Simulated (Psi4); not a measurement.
# C2HClFIn (SMILES C#[C][In]([F])[Cl]): PBE0/def2-SVP (core potential)

Aim: the energy change on altering one bond length of C2HClFIn at PBE0/def2-SVP (core potential), from 2 runs. 

Program for the calculation: Psi4 1.11.

10 further runs of the same task are left out: 8 that didn't finish, 2 set aside as unsound or not needed. Runs told in other sessions of the task aren't counted.

## (1) Starting point

The species is C2HClFIn (6 atoms), meant as a singlet with charge 0. As SMILES, `C#[C][In]([F])[Cl]`. Geometry: relaxed at PBE0-D4/def2-TZVP.

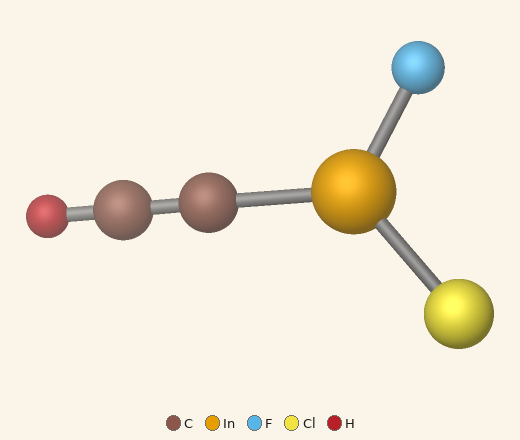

Viewed from a chosen angle; carbon brown, indium amber, fluorine blue, chlorine yellow, hydrogen red.

## (2) The energy at PBE0/def2-SVP (core potential)

The input, calc.py:

```python
import psi4

psi4.set_memory('2200 MB')
psi4.set_num_threads(1)
psi4.core.set_output_file('run.log', False)

m = psi4.geometry("""
0 1
C      2.05658894     0.64307380     3.21404619
C      0.82940080     0.22695611     1.33924890
In    -1.23928239    -0.44540845    -1.86081331
F     -3.35161825    -3.41397922    -2.12348525
Cl    -1.43468007     1.98326757    -5.44411199
H      3.13977996     1.00609019     4.87530443
units au
symmetry c1
""")

psi4.set_options({
    'basis': 'def2-SVP',
    'puream': True,
    'e_convergence': 1e-09,
    'd_convergence': 1e-08,
    'scf_type': 'pk',
    'dft_radial_points': 99,
    'dft_spherical_points': 590,
})

e_tot, wfn = psi4.energy('pbe0', return_wfn=True)
print(f'pbe0 energy: {e_tot:.10f} Eh')
for k, v in sorted(psi4.core.scalar_variables().items()):
    print(f'{k:45s} {v:18.10f}')
```

On the command line:

```
$ python calc.py
```

run.log:

```text
[...]
    !!!  WARNING: ECP capability is in beta. Please check occupations closely.  !!!
[...]
  Running in c1 symmetry.
[...]
  Nuclear repulsion =  274.588230522929621
[...]
  Multiplicity = 1
[...]
  Nalpha       = 30
  Nbeta        = 30
[...]
    Number of basis functions: 91
[...]
   @RKS iter   1:  -826.09930469462802   -1.27055e+00   7.88875e-03 DIIS/ADIIS
[...]
   @RKS iter  12:  -826.36088604507063   -6.25278e-12   6.19075e-09 DIIS
[...]
    Orbital Energies [Eh]
    ---------------------
    Doubly Occupied:
       1A   -101.677713     2A    -24.714900     3A    -10.269568
       4A    -10.260439     5A     -9.528462     6A     -7.267464
       7A     -7.261518     8A     -7.260799     9A     -4.770196
      10A     -3.172066    11A     -3.163580    12A     -3.161312
      13A     -1.118736    14A     -0.871097    15A     -0.847479
      16A     -0.839614    17A     -0.837656    18A     -0.831092
      19A     -0.796213    20A     -0.780468    21A     -0.577572
      22A     -0.491315    23A     -0.414439    24A     -0.394818
      25A     -0.384096    26A     -0.365908    27A     -0.343406
      28A     -0.335484    29A     -0.329632    30A     -0.327128
[...]
  @RKS Final Energy:  -826.36088604507063
   => Energetics <=
    Nuclear Repulsion Energy =            274.5882305229296207
    One-Electron Energy =               -1759.5550787140530247
    Two-Electron Energy =                 708.9072870930597219
    DFT Exchange-Correlation Energy =     -50.3013249470068544
    Empirical Dispersion Energy =           0.0000000000000000
    VV10 Nonlocal Energy =                  0.0000000000000000
    Total Energy =                       -826.3608860450706288
[...]
 Multipole Moments:
 ------------------------------------------------------------------------------------
     Multipole            Electronic (a.u.)      Nuclear  (a.u.)        Total (a.u.)
 ------------------------------------------------------------------------------------
 L = 1.  Multiply by 2.5417464519 to convert [e a0] to [Debye]
 Dipole X            :         -6.7219807            7.4796576            0.7576770
 Dipole Y            :        -10.3084868           10.7658490            0.4573621
 Dipole Z            :          0.2971232            0.5966822            0.8938054
 Magnitude           :                                                    1.2578325
[...]
```

On the terminal:

```text
pbe0 energy: -826.3608860451 Eh
CURRENT ENERGY                                   -826.3608860451
CURRENT REFERENCE ENERGY                         -826.3608860451
DD SOLVATION ENERGY                                 0.0000000000
DFT FUNCTIONAL TOTAL ENERGY                      -826.3608860451
DFT TOTAL ENERGY                                 -826.3608860451
DFT VV10 ENERGY                                     0.0000000000
DFT XC ENERGY                                     -50.3013249470
GRID ELECTRONS ALPHA                               29.9999990606
GRID ELECTRONS BETA                                29.9999990606
GRID ELECTRONS TOTAL                               59.9999981213
NUCLEAR REPULSION ENERGY                          274.5882305229
ONE-ELECTRON ENERGY                             -1759.5550787141
PCM POLARIZATION ENERGY                             0.0000000000
PE ENERGY                                           0.0000000000
SCF ITERATION ENERGY                             -826.3608860451
SCF ITERATIONS                                     12.0000000000
SCF TOTAL ENERGY                                 -826.3608860451
TWO-ELECTRON ENERGY                               708.9072870931
XC GRID RADIAL POINTS                              99.0000000000
XC GRID SPHERICAL POINTS                          590.0000000000
XC GRID TOTAL POINTS                           334757.0000000000
```

It took 12 s on 1 thread of Intel Xeon Platinum 8488C (Sapphire Rapids), shared host; peak memory 0.94 GiB.

## (3) The distorted shape at the same level

The input, job.py:

```python
import psi4

psi4.set_memory(2200000000)
psi4.set_num_threads(1)
psi4.core.set_output_file('run.log', False)

m = psi4.geometry("""
C      1.119318    -0.045235     2.269623
C      0.469918    -0.265435     1.277523
In    -0.624782    -0.621235    -0.415877
F     -1.742582    -2.192135    -0.554877
Cl    -0.759200     1.049500    -2.880900
H      1.692518     0.146865     3.148723
symmetry c1
no_reorient
no_com
""")

psi4.set_options({
    'reference': 'rks',
    'puream': True,
    'e_convergence': 1e-09,
    'd_convergence': 1e-08,
    'scf_type': 'pk',
    'dft_radial_points': 99,
    'dft_spherical_points': 590,
})

result, w = psi4.energy('pbe0/def2-SVP', molecule=m, return_wfn=True)
psi4.oeprop(w, 'WIBERG_LOWDIN_INDICES', 'MULLIKEN_CHARGES', 'QUADRUPOLE', title='PBE0')
print('E =', round(result, 9))
for k, v in sorted(psi4.core.scalar_variables().items()):
    print(f'{k:45s} {v:18.10f}')
```

On the command line:

```
$ python job.py
```

run.log (excerpt; [...] marks lines left out):

```text
[...]
    !!!  WARNING: ECP capability is in beta. Please check occupations closely.  !!!
[...]
  Running in c1 symmetry.
[...]
  Nuclear repulsion =  248.938446878480789
[...]
  Multiplicity = 1
[...]
  Nalpha       = 30
  Nbeta        = 30
[...]
    Number of basis functions: 91
[...]
   @RKS iter   1:  -826.02436574320279   -1.39443e+00   8.06401e-03 ADIIS/DIIS
[...]
   @RKS iter  12:  -826.30722793481971   -1.15961e-11   9.80032e-09 DIIS
[...]
  @RKS Final Energy:  -826.30722793481971
   => Energetics <=
    Nuclear Repulsion Energy =            248.9384468784807893
    One-Electron Energy =               -1708.2121033563439596
    Two-Electron Energy =                 683.1991089163751667
    DFT Exchange-Correlation Energy =     -50.2326803733317604
    Empirical Dispersion Energy =           0.0000000000000000
    VV10 Nonlocal Energy =                  0.0000000000000000
    Total Energy =                       -826.3072279348197071
[...]
 Multipole Moments:
 ------------------------------------------------------------------------------------
     Multipole            Electronic (a.u.)      Nuclear  (a.u.)        Total (a.u.)
 ------------------------------------------------------------------------------------
 L = 1.  Multiply by 2.5417464519 to convert [e a0] to [Debye]
 Dipole X            :         58.4605333          -57.6028699            0.8576634
 Dipole Y            :         31.3808146          -31.4654612           -0.0846466
 Dipole Z            :         74.1265562          -72.3217293            1.8048269
 Magnitude           :                                                    2.0000379
 L = 2.  Multiply by 1.3450342976 to convert [e a0^2] to [Debye ang]
 Quadrupole XX       :       -241.8930893          203.6651910          -38.2278983
 Quadrupole XY       :       -103.6548366          100.6388739           -3.0159626
[...]
  Mulliken Charges: (a.u.)
   Center  Symbol    Alpha    Beta     Spin     Total
       1     C     3.11872  3.11872  0.00000 -0.23744
       2     C     2.92875  2.92875  0.00000  0.14250
       3    IN    10.09570 10.09570  0.00000  0.80860
       4     F     4.70816  4.70816  0.00000 -0.41631
       5    CL     8.68082  8.68082  0.00000 -0.36163
       6     H     0.46786  0.46786  0.00000  0.06429
   Total alpha = 30.00000, Total beta = 30.00000, Total charge = -0.00000
  Wiberg Bond Indices using Orthogonal Lowdin Orbitals:
[...]
```

The script printed:

```text
E = -826.307227935
CURRENT ENERGY                                   -826.3072279348
CURRENT REFERENCE ENERGY                         -826.3072279348
DD SOLVATION ENERGY                                 0.0000000000
DFT FUNCTIONAL TOTAL ENERGY                      -826.3072279348
DFT TOTAL ENERGY                                 -826.3072279348
DFT VV10 ENERGY                                     0.0000000000
DFT XC ENERGY                                     -50.2326803733
GRID ELECTRONS ALPHA                               29.9999998637
GRID ELECTRONS BETA                                29.9999998637
GRID ELECTRONS TOTAL                               59.9999997273
NUCLEAR REPULSION ENERGY                          248.9384468785
ONE-ELECTRON ENERGY                             -1708.2121033563
PCM POLARIZATION ENERGY                             0.0000000000
PE ENERGY                                           0.0000000000
SCF ITERATION ENERGY                             -826.3072279348
SCF ITERATIONS                                     12.0000000000
SCF TOTAL ENERGY                                 -826.3072279348
TWO-ELECTRON ENERGY                               683.1991089164
XC GRID RADIAL POINTS                              99.0000000000
XC GRID SPHERICAL POINTS                          590.0000000000
XC GRID TOTAL POINTS                           335407.0000000000
```

It took 12 s on 1 thread of Intel Xeon Platinum 8488C (Sapphire Rapids), shared host; peak memory 0.92 GiB.

## (4) Summary of results

Level: PBE0/def2-SVP (core potential).

```
                                                           quantity          value
                                          first shape: total energy  -826.36089 Eh
                                         first shape: dipole moment         3.20 D
                                           first shape: HOMO energy       -8.90 eV
                                           first shape: LUMO energy       -1.88 eV
                                         first shape: HOMO–LUMO gap        7.02 eV
                                      distorted shape: total energy  -826.30723 Eh
                                     distorted shape: dipole moment         5.08 D
                                       distorted shape: HOMO energy       -7.76 eV
                                       distorted shape: LUMO energy       -3.71 eV
                                     distorted shape: HOMO–LUMO gap        4.05 eV
energy change with the In3–Cl5 bond stretched from 2.293 to 2.981 Å       1.460 eV
```

With the In3–Cl5 bond stretched from 2.293 to 2.981 Å the energy rises by 1.46 eV (141 kJ/mol). The first shape isn't relaxed at this level, so the change isn't measured from a minimum.
